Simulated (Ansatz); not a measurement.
**wB97M-V/aug-cc-pVDZ run of GeH3Br (SMILES [GeH3][Br])**

Aim: the electronic atomisation energy of GeH3Br at wB97M-V/aug-cc-pVDZ, from 4 runs. 

Program for the calculation: Ansatz 0.2.0.

50 further runs of the same task are left out: 8 that didn't finish, 42 set aside as unsound or not needed.

## 1. The molecule

The species is GeH3Br (5 atoms), meant as a singlet with charge 0. SMILES: `[GeH3][Br]`. The shape is that of a PBE0-D4/def2-TZVP optimisation.

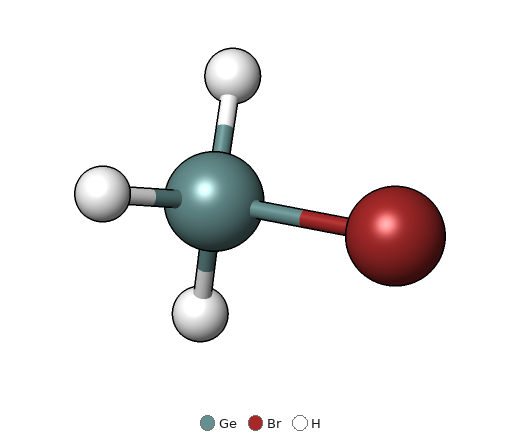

The structure, seen from a chosen angle (germanium teal, bromine red, hydrogen white).

## 2. The energy at wB97M-V/aug-cc-pVDZ

molecule.yaml

```yaml
crystal:
  periodic: [false, false, false]
  atoms:
    - {symbol: Ge, position_ang: [0.139040, 0.013690, -0.129150]}
    - {symbol: Br, position_ang: [-1.548450, -0.152490, 1.438270]}
    - {symbol: H, position_ang: [0.128210, 1.452190, -0.655100]}
    - {symbol: H, position_ang: [-0.172230, -0.995930, -1.238090]}
    - {symbol: H, position_ang: [1.453450, -0.317450, 0.584070]}
basis:
  gaussian:
    orbitals: aug-cc-pVDZ
hamiltonian:
  xc: {name: wB97M-V}
output: {orbitals: {seedname: orbitals}}
accuracy: high
```

On the command line:

```sh
ansatz run molecule.yaml --threads 1 --pin off --max-ram 3480MiB --events-out events.jsonl --progress --plain --runs-dir runs
```

What it wrote:

```text
Warning: RAYON_NUM_THREADS=1 ignored (pool sized by the plan → 1); use --threads N
Functional definition: wB97M-V
  name "wB97M-V"
  parameter omega = 0.3/bohr
  parameter cx = 0.15
  parameter cx01 = 1.007
  parameter cx10 = 0.259
  parameter css00 = 0.443
  parameter css04 = -1.437
  parameter css10 = -4.535
  parameter css20 = -3.390
  parameter css43 = 4.278
  parameter cos00 = 1.000
  parameter cos10 = 1.358
  parameter cos20 = 2.924
  parameter cos21 = -8.812
  parameter cos60 = -1.390
  parameter cos61 = 9.142
  parameter b = 6.0
  parameter c = 0.01
  gx(w, u) = 1 - cx + cx01*u + cx10*w
  gss(w, u) = css00 + css04*u^4 + css10*w + css20*w^2 + css43*w^4*u^3
  gos(w, u) = cos00 + cos10*w + (cos20 + cos21*u)*w^2 + (cos60 + cos61*u)*w^6
  exchange = spin_sum(e_x_unif_sr(omega)*gx(b97_w, b97_u_x)) + cx*exact_x_sr(omega) + exact_x_lr(omega)
  correlation = spin_sum(e_c_pw_mod_same_spin*gss(b97_w, b97_u_same))
      + integral(e_c_pw_mod_opposite_spin*gos(b97_w_opposite, b97_u_opposite)) + vv10(b, c)
1965 factors; integrals over basis functions are off by at most 4.5e-9 eV
450 factors; integrals over basis functions are off by at most 1.8e-9 eV
mean field evaluation 1: about -126605.0228 eV, gradient 1.0e1 eV
mean field evaluation 2: about -126605.2699 eV, gradient 5.8e0 eV
mean field evaluation 4: about -126605.3539 eV, gradient 8.5e-1 eV
mean field evaluation 8: about -126605.3776 eV, gradient 3.8e-2 eV
mean field evaluation 16: about -126605.3776 eV, gradient 2.4e-6 eV
mean field -126605.37757756 eV, -4652.6618097681 hartree, gradient 7.3e-8 eV, S^2 0.000000; 0 other end points of the search recorded, 0 dependent functions left out
reference -126605.37758623 eV, -4652.6618100869 hartree; 35, 35 occupied and 64, 64 virtual orbitals, 1965 factors
Total energy: -126605.37758623 eV, -4652.6618100869 hartree
```

It took 80 s on 1 thread of Arm Neoverse V1, shared host; peak memory 0.67 GiB.

## 3. The Br atom at the same level

in.yaml

```yaml
crystal:
  periodic: [false, false, false]
  atoms:
    - {symbol: Br, position_ang: [0.000000, 0.000000, 0.000000]}
basis:
  gaussian:
    orbitals: aug-cc-pVDZ
magnetization:
  spin_polarized: true
  initial_magnetization: 1
hamiltonian:
  xc: {name: wB97M-V}
accuracy: high
```

Run the same way, it converges to -2573.94376 Eh (log not shown).

## 4. The Ge atom at the same level

run.yaml

```yaml
crystal:
  periodic: [false, false, false]
  atoms:
    - {symbol: Ge, position_ang: [0.000000, 0.000000, 0.000000]}
basis:
  gaussian:
    orbitals: aug-cc-pVDZ
magnetization:
  spin_polarized: true
  initial_magnetization: 2
accuracy: high
hamiltonian:
  xc: {name: wB97M-V}
```

On the command line:

```sh
ansatz run run.yaml --threads 1 --pin off --max-ram 3480MiB --events-out events.jsonl --progress --plain --runs-dir runs
```

What it wrote (excerpt; [...] marks lines left out):

```text
Warning: RAYON_NUM_THREADS=1 ignored (pool sized by the plan → 1); use --threads N
Functional definition: wB97M-V
  name "wB97M-V"
[...]
  gx(w, u) = 1 - cx + cx01*u + cx10*w
  gss(w, u) = css00 + css04*u^4 + css10*w + css20*w^2 + css43*w^4*u^3
  gos(w, u) = cos00 + cos10*w + (cos20 + cos21*u)*w^2 + (cos60 + cos61*u)*w^6
[...]
      + integral(e_c_pw_mod_opposite_spin*gos(b97_w_opposite, b97_u_opposite)) + vv10(b, c)
352 factors; integrals over basis functions are off by at most 4.5e-9 eV
126 factors; integrals over basis functions are off by at most 1.1e-9 eV
[...]
mean field -56512.08714518 eV, -2076.7808973170 hartree, gradient 4.8e-8 eV, S^2 2.002715; 0 other end points of the search recorded, 0 dependent functions left out
reference -56512.08714662 eV, -2076.7808973699 hartree; 17, 15 occupied and 19, 21 virtual orbitals, 352 factors
Total energy: -56512.08714662 eV, -2076.7808973699 hartree
```

Wall time 18 s (1 thread of Arm Neoverse V1, shared host); peak memory 0.33 GiB.

## 5. The H atom at the same level

molecule.yaml

```yaml
crystal:
  periodic: [false, false, false]
  atoms:
    - {symbol: H, position_ang: [0.000000, 0.000000, 0.000000]}
basis:
  gaussian:
    orbitals: aug-cc-pVDZ
magnetization:
  spin_polarized: true
  initial_magnetization: 1
accuracy: high
hamiltonian:
  xc: {name: wB97M-V}
```

Run the same way, it converges to -0.49284 Eh (log not shown).

## 6. Outcome

At wB97M-V/aug-cc-pVDZ:

| quantity | value |
| --- | --- |
| molecule: total energy | -4652.66181 Eh |
| molecule: HOMO energy | -10.48 eV |
| molecule: LUMO energy | 0.26 eV |
| molecule: HOMO–LUMO gap | 10.74 eV |
| Br atom: total energy | -2573.94376 Eh |
| Br atom: ⟨S²⟩ | 0.752 |
| Ge atom: total energy | -2076.78090 Eh |
| Ge atom: ⟨S²⟩ | 2.003 |
| H atom: total energy | -0.49284 Eh |
| H atom: ⟨S²⟩ | 0.750 |
| electronic atomisation energy | 12.480 eV |

**Reading.** Taking the molecule apart into free atoms costs 12.48 eV (1204 kJ/mol), before zero-point energy and without spin-orbit coupling.
